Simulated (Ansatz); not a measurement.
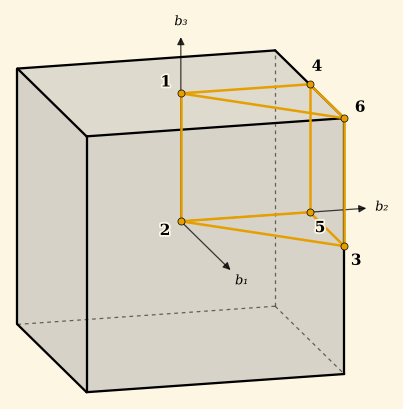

Crystal: KGe₂, the end point of a relaxation with DFT PBE+D3(BJ), scalar-relativistic, plane waves, PAW (Ansatz 0.2.0); the starting structure was generated, so it need not be a known form of this composition. The first Brillouin zone of a primitive tetragonal lattice (tP; extended symbol tP1) is drawn with its special points numbered. Geometry calculated from the standardised cell; symmetry tolerance 0.002 Å.

a = 4.785 Å, b = 4.785 Å, c = 4.814 Å, α = 90.00°, β = 90.00°, γ = 90.00°.

Labels and path follow the convention of Hinuma et al. (2017), as computed by seekpath; the arrows show the directions of the reciprocal primitive vectors b₁, b₂, b₃, in which coordinates are given.

Give the label and coordinates of each numbered point.

Answer.
```
no.  label      coordinates
  1      Z      (0, 0, 1/2)
  2      Γ        (0, 0, 0)
  3      M    (1/2, 1/2, 0)
  4      R    (0, 1/2, 1/2)
  5      X      (0, 1/2, 0)
  6      A  (1/2, 1/2, 1/2)
```
